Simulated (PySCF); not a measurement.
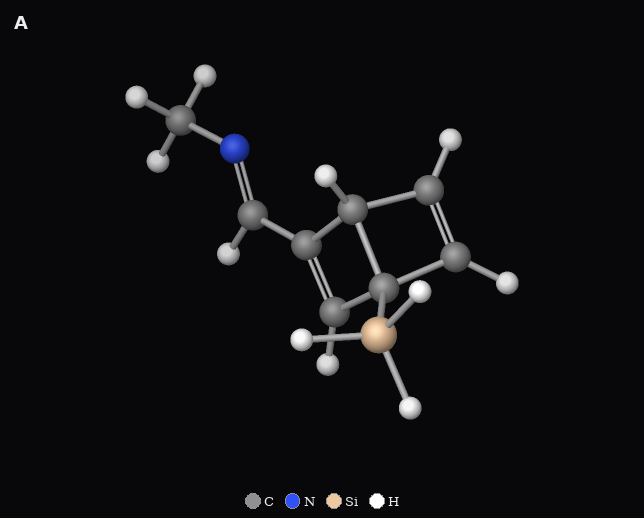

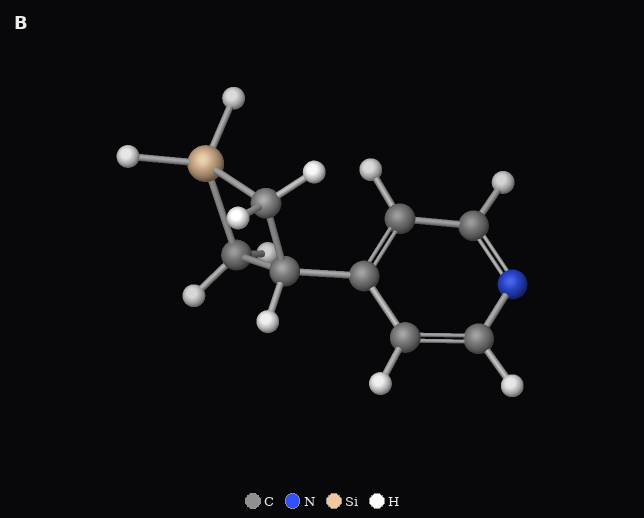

2 stationary structures of one formula. Geometries: GFN2-xTB. Electronic energies: PBE0/pcSseg-1 (PySCF 2.14.0), without zero-point energy. No frequency run is at hand to confirm each as a minimum. Each is one conformer, not always the lowest.

How are they related?

Answer. They are constitutional isomers of C8H11NSi: A `C/N=C/C1=C[C@@]2([SiH3])C=C[C@@H]12`, B `c1cc(C2C[SiH2]C2)ccn1`.

Rank them by energy, lowest first.

Answer. B is lowest; A lies 303.3 kJ/mol above it.

The geometry is semi-empirical. Around Si such bond lengths and angles can be off by a tenth of an ångström or more and by several degrees, and values that hang on the shape move with them.
